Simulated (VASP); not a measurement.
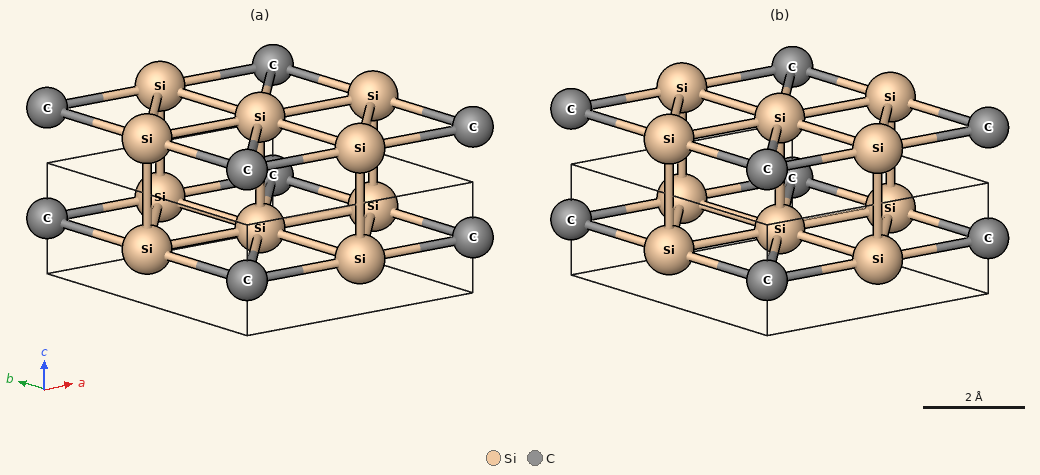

The structure of crystalline Si3C (a generated structure, set up in P6/mmm) before (left) and after (right) a relaxation, at one scale.

The picture is a ball-and-stick view of the cell of the calculation, repeated 1 × 1 × 2 with one cell outlined, seen from a free direction.

The run lets cell and atoms move.

These are results of Kohn-Sham DFT of a periodic cell, PBE with D3(BJ), VASP PAW PBE potentials, recommended in VASP 6.6.1, not measurements.

Input
```
SYSTEM = Si3C
ALGO = Normal
EDIFF = 1E-6
EDIFFG = -0.005
ENCUT = 600
GGA = PE
IBRION = 2
ISIF = 3
ISMEAR = -1
IVDW = 12
LASPH = .TRUE.
LCHARG = .FALSE.
LREAL = .FALSE.
LWAVE = .FALSE.
NELM = 80
NSW = 60
PREC = Accurate
SIGMA = 0.05
```

Launched with:
```bash
cat potpaw_PBE.64/Si/POTCAR potpaw_PBE.64/C/POTCAR > POTCAR
mpirun -np 1 vasp_std > vasp.out
```

What changed between the two?

After 7 geometry steps the energy has fallen by 11.1 meV per atom. All forces vanish by symmetry, so only the cell relaxes. The pressure goes from −3.87 to −0.01 GPa. No atom moves by more than 0.005 Å relative to the cell. Cell: a = b 4.915 → 4.815 Å (−2.0 %), c 2.433 → 2.435 Å (+0.1 %). Volume −3.9 %. Among the contacts that change: Si–Si 2.457 → 2.408 Å, C–Si 2.457 → 2.408 Å. The space group stays P6/mmm (No. 191).
